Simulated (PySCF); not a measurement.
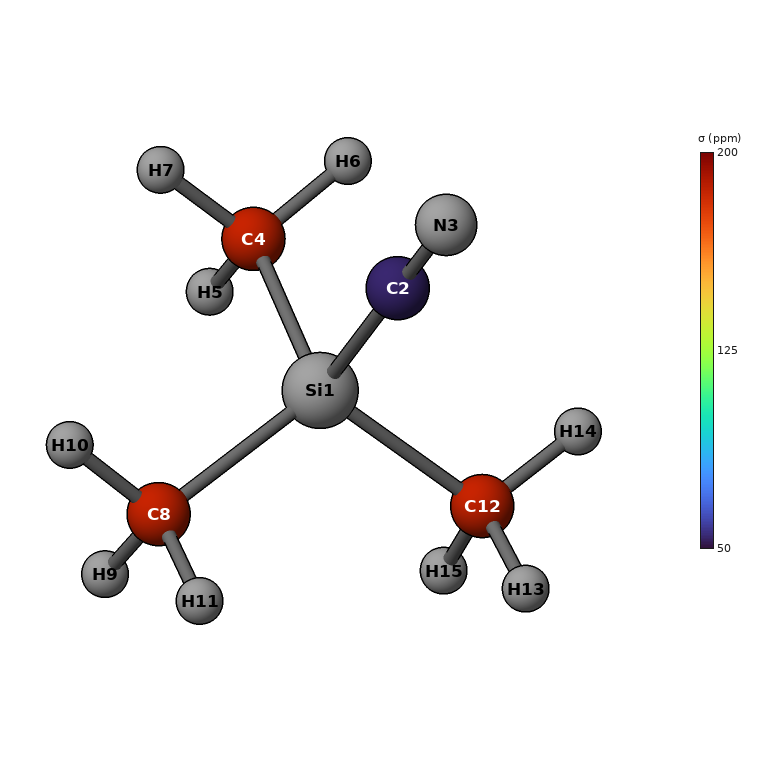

Atoms are coloured by their isotropic NMR shieldings (C only, the others grey). The computed structure is the end point of a PBE0-D3(BJ)/def2-SVP optimisation. No frequency run is at hand to confirm it as a minimum. Method: GIAO PBE0/pcSseg-1 NMR shielding, non-relativistic, gas phase (PySCF 2.14.0).

Give the isotropic NMR shieldings of the C atoms atom by atom.

| atom | σ (ppm) |
| --- | --- |
| C2 | 54.3 |
| C4 | 185.6 |
| C8 | 185.6 |
| C12 | 185.5 |
